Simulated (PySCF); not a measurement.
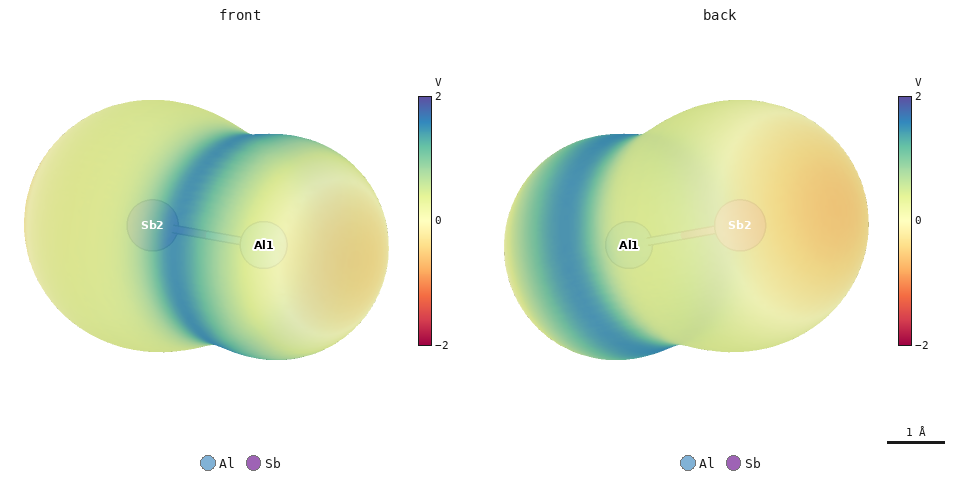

The picture shows: AlSb (triplet). The molecular electrostatic potential painted on the density surface at 0.002 e/bohr³, seen from the front and from behind; the colour scale runs from red (negative) to blue (positive).

Core potentials replace the inner electrons of Sb.

Theory: PBE0/cc-pVTZ(-PP), non-relativistic Hamiltonian with scalar-relativistic core potentials where named, at a bond length of 2.760 Å in PySCF.

```yaml
atoms:
  - { symbol: Al, position_ang: [0.0000, 0.0000, -2.2564] }
  - { symbol: Sb, position_ang: [0.0000, 0.0000, 0.5036] }
```

### Describe the electrostatic potential map.

The most negative region (about −0.6 V, or −14 kcal/mol for a unit charge) lies over Sb2, the most positive (about +1.6 V, or +37 kcal/mol for a unit charge) over Al1.
